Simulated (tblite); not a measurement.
# C3H12ClNSi4: the cost of one run

Computed with tblite 0.8.0 and PySCF 2.14.0, with density-fitted response routines of our own, on a single molecule in the gas phase. Atoms count from 0, in the outputs and in this text.

## 1. The starting structure

21 atoms, charge 0, multiplicity 1; geometry from: force field or distance geometry start.

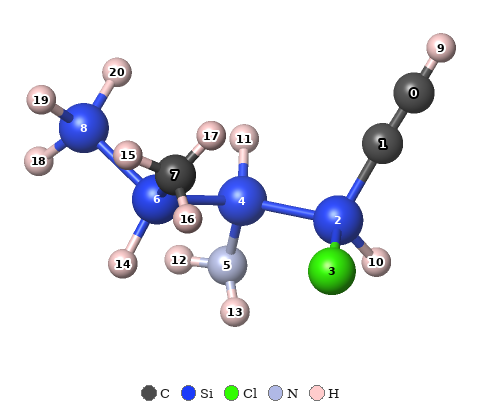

As it starts; carbon dark grey, silicon blue, chlorine green, nitrogen light blue, hydrogen pink, atoms numbered.

## 2. Geometry optimisation with GFN2-xTB

The job: settings as JSON, then the geometry in Å.

```
{"job": {"kind": "relax", "xc": "GFN2-xTB", "basis": "xTB"}, "charge": 0, "multiplicity": 1}
C      4.063200     1.249200     0.603800
C      3.312400     0.427700     0.109700
Si     2.242100    -0.839200    -0.614300
Cl     2.117100    -2.515400     0.591200
Si     0.290500     0.052600    -1.106800
N     -0.221600    -0.608300    -2.703600
Si    -1.337900    -0.370600     0.309600
C     -0.804500    -0.684300     2.052600
Si    -2.709400     1.385300     0.317900
H      4.714200     1.992200     1.024700
H      2.861700    -1.262400    -1.901000
H      0.418000     1.500000    -1.270300
H     -1.199100    -0.287900    -2.871900
H     -0.143100    -1.653500    -2.726800
H     -2.163400    -1.511300    -0.145800
H     -1.693100    -0.445200     2.725800
H     -0.614000    -1.778600     2.257200
H      0.007600    -0.049200     2.392000
H     -3.747200     1.243500    -0.735800
H     -3.437700     1.517000     1.609000
H     -1.964800     2.655200     0.082600
```

Launch:

```sh
> OMP_NUM_THREADS=1 python probes_run.py task.json out
```

One launch serves the whole session: the jobs run in the order shown.

**Question.** How long does this first job take on 1 thread of Arm Neoverse V2, shared host, and how much memory does it need?

About 2.6 s, with a peak of 0.18 GiB.
